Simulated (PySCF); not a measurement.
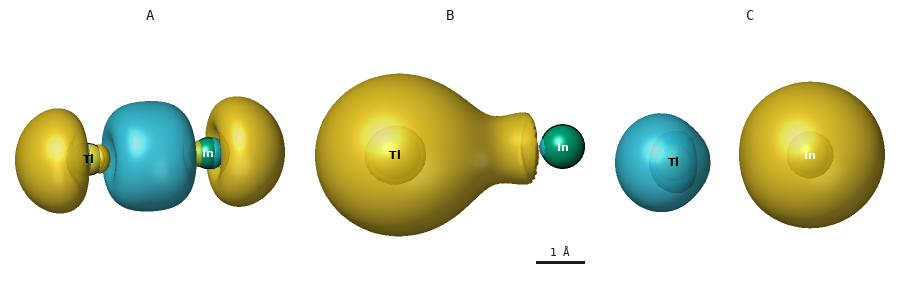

The picture shows: TlIn (charge +1, doublet). Three frontier α-spin orbitals, each drawn at the value that holds 80 % of its norm (yellow and cyan are the two phases), in no order; of a degenerate pair one member is drawn.

Core potentials replace the inner electrons of Tl and In.

These are results of PySCF 2.14.0, PBE0/def2-SVP, non-relativistic Hamiltonian with scalar-relativistic core potentials where named, at a bond length of 3.626 Å, not measurements.

Q: Label each orbital by symmetry, say whether it is occupied, and order them by energy.

A: Orbital B: σ, occupied in this spin, −15.74 eV; mainly on Tl (85 %).
Orbital C: σ, occupied in this spin, −13.96 eV; mainly on In (85 %).
Orbital A: σ, occupied in this spin, −8.77 eV; shared between the atoms (Tl 45 %, In 55 %).
